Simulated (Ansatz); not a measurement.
Input

```
basis:
  gaussian: {orbitals: def2-SVP}
crystal:
  periodic: [false, false, false]
  atoms:
    - {symbol: C, position_ang: [-1.142400, -0.178600, 0.512200]}
    - {symbol: Si, position_ang: [0.561300, 0.218400, -0.038000]}
    - {symbol: O, position_ang: [1.048100, -0.886600, -1.122500]}
    - {symbol: F, position_ang: [1.553300, 0.230300, 1.206200]}
    - {symbol: Cl, position_ang: [0.689400, 2.097500, -0.845100]}
    - {symbol: H, position_ang: [-1.833600, -0.141900, -0.331500]}
    - {symbol: H, position_ang: [-1.476300, 0.534700, 1.267700]}
    - {symbol: H, position_ang: [-1.171800, -1.182300, 0.942400]}
    - {symbol: H, position_ang: [1.860700, -0.738000, -1.608600]}
hamiltonian: {xc: hf}
accuracy: high
output: {forces: true, orbitals: {seedname: orbitals}}
```

Run with:

```sh
ansatz run molecule.yaml --threads 1 --pin off --max-ram 2610MiB --events-out events.jsonl --progress --plain --runs-dir runs
```

Geometry: PBE0-D4/def2-TZVP.

All numbers below come from isolated molecule in a Gaussian basis; Hartree-Fock in Ansatz.

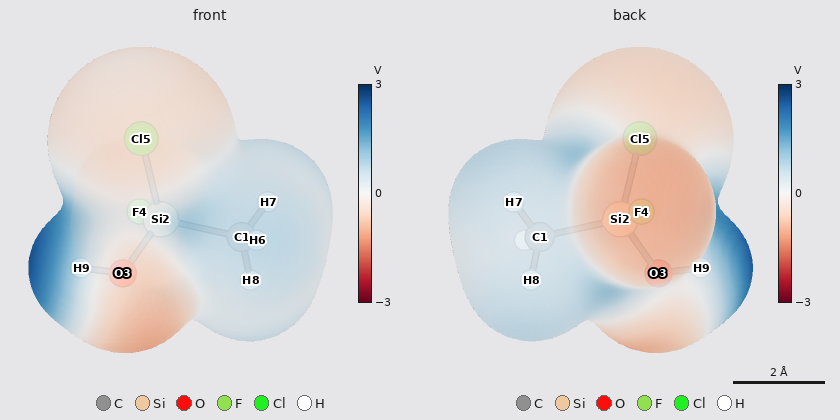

CH$_{4}$ClFOSi (SMILES C[Si](O)(F)Cl). The molecular electrostatic potential painted on the density surface at 0.001 e/bohr³, seen from the front and from behind; the colour scale runs from red (negative) to blue (positive).

> Where is the surface potential most negative and most positive?

The most negative region (about −1.1 V) lies over O3 and F4, the most positive (about +2.5 V) over H9.

> What dipole moment does the calculation give?

Its dipole moment is 1.16 D.
